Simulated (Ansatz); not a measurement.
The figure comes from a scan of Fe (bcc, W type): volume and axial ratio are varied about the relaxed values (subscript 0). Level of theory: PBEsol (plane waves to 420 eV, PAW, scalar-relativistic; Ansatz, a first-principles code). k mesh 23×23×23 (Γ-centred), Fermi-Dirac smearing 0.05 eV. Stress and pressure are positive under compression. With partly filled bands, the response to shear is sensitive to the k mesh, so small differences along c/a are uncertain. Fe was relaxed with its symmetry unable to fall. Relaxed Fe ends ferromagnetic. Other magnetic orders were not checked, so this need not be the ground state. 

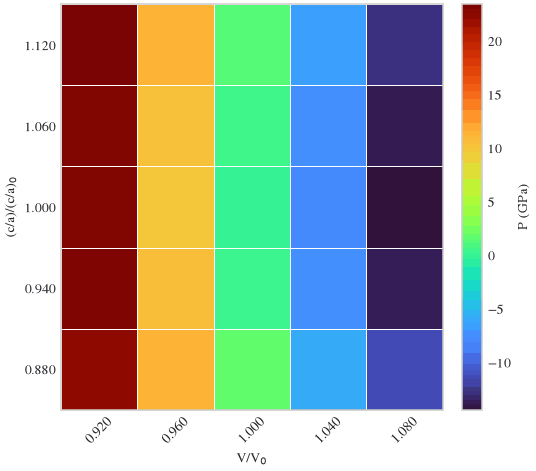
Fig. 1. P (GPa), one tile a computed point.

Task: Read the plotted values off the figure, to the accuracy that the plot allows.

Result: To the nearest 5:

P (GPa), with V/V₀ across and (c/a)/(c/a)₀ down:

```csv
(c/a)/(c/a)₀ \ V/V₀,0.920,0.960,1.000,1.040,1.080
0.880,20,10,0,-5,-10
0.940,25,10,0,-10,-15
1.000,25,10,0,-10,-15
1.060,25,10,0,-10,-15
1.120,25,10,0,-5,-15
```

(Under strain, the slope of the energy per volume gives the stress and its curvature an elastic modulus.)
